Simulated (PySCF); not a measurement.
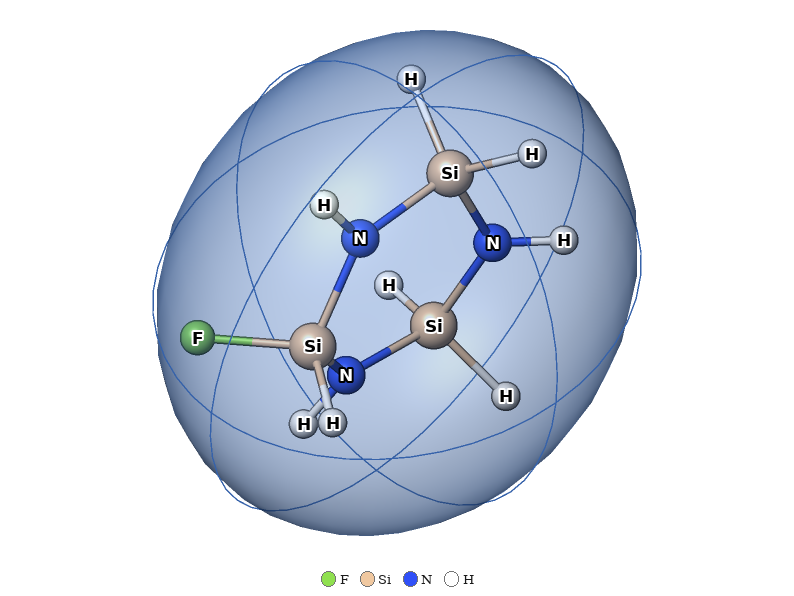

The ellipsoid shows the static dipole polarisability: its half-axes are proportional to the principal values. The computed structure is the end point of a PBE0-D3(BJ)/def2-SVP optimisation. No frequency run is at hand to confirm it as a minimum. Method: CAM-B3LYP/def2-SVPD (PySCF 2.14.0).

Question. How large and how anisotropic is the polarisability?

Answer. Principal values 80.1, 97.0, 98.5 bohr³; mean 91.9 bohr³ (13.61 Å³); anisotropy 17.7 bohr³, so the longest axis is 1.23 times the shortest.
